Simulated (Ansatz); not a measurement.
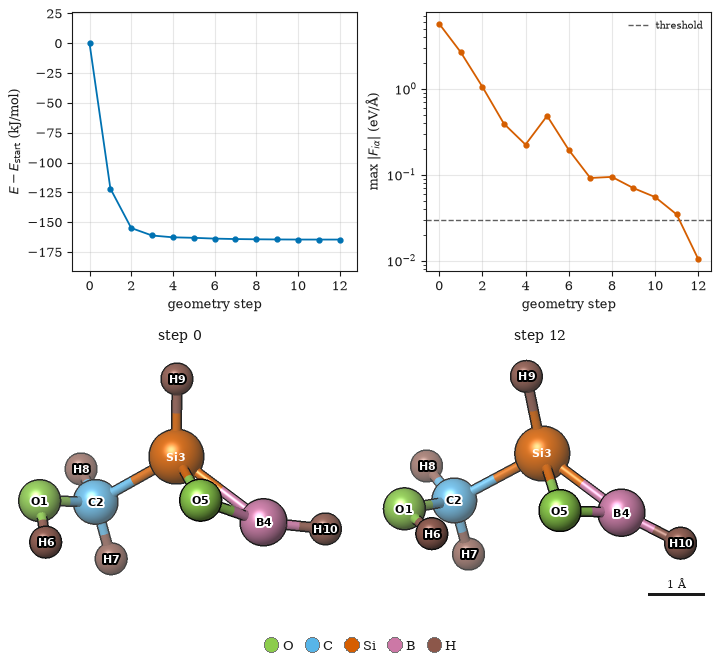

First and last geometry of a relaxation of CH5BO2Si (coarse preliminary run), with the history of the run. A ball-and-stick model, seen at a tilt.

The start comes from a force field.

All numbers below come from RKS PBE-D4/def2-SVP in Ansatz 0.2.0.

Input
```yaml
crystal:
  periodic: [false, false, false]
  atoms:
    - {symbol: O, position_ang: [-1.590500, 0.804800, -0.950100]}
    - {symbol: C, position_ang: [-1.134300, -0.354700, -0.454800]}
    - {symbol: Si, position_ang: [0.705600, -0.275600, -0.383400]}
    - {symbol: B, position_ang: [1.581200, -0.119100, 1.462000]}
    - {symbol: O, position_ang: [1.200600, 1.002900, 0.578100]}
    - {symbol: H, position_ang: [-1.609300, 1.522400, -0.219400]}
    - {symbol: H, position_ang: [-1.521300, -0.560700, 0.559700]}
    - {symbol: H, position_ang: [-1.380300, -1.163600, -1.139200]}
    - {symbol: H, position_ang: [1.521700, -0.184600, -1.571800]}
    - {symbol: H, position_ang: [2.309900, -0.723000, 2.121900]}
basis:
  gaussian: {orbitals: def2-SVP}
hamiltonian: {xc: pbe, dispersion: d4}
relax: {f_tol: 0.03, max_steps: 200}
```

Launched with:
```bash
ansatz run in.yaml --threads 4 --pin off --events-out ev --progress --plain --max-ram 10444MiB
```

> Did the run converge, and what did it change?

It converged. After 12 geometry steps the energy has fallen by 164.5 kJ/mol. The largest force component goes from 5.7 to 0.01 eV/Å. The largest move after the best rigid fit is that of H6, 0.52 Å. Largest moves by element: H 0.52 Å, Si 0.24 Å, O 0.22 Å, B 0.18 Å, C 0.08 Å. Near-neighbour distances that change, for instance: Si3–O5 1.675 → 1.856 Å, B4–O5 1.478 → 1.335 Å, Si3–B4 2.049 → 1.945 Å, O1–C2 1.341 → 1.420 Å. Bond angles that change, for instance: Si3–B4–H10 138.2° → 161.2°, O5–B4–H10 154.4° → 132.9°, Si3–B4–O5 53.8° → 65.9°. Groups turn about B4–O5 by about 55°, O1–C2 by about 25°.

| step | E − E(0), kJ/mol | largest force component, eV/Å |
| --- | --- | --- |
| 0 | 0.00 | 5.7290 |
| 1 | -121.77 | 2.6706 |
| 2 | -154.84 | 1.0598 |
| 3 | -161.10 | 0.3921 |
| 4 | -162.61 | 0.2240 |
| 5 | -163.03 | 0.4840 |
| 6 | -163.70 | 0.1949 |
| 7 | -164.08 | 0.0915 |
| 8 | -164.27 | 0.0942 |
| 9 | -164.40 | 0.0697 |
| 10 | -164.49 | 0.0549 |
| 11 | -164.51 | 0.0344 |
| 12 | -164.51 | 0.0104 |
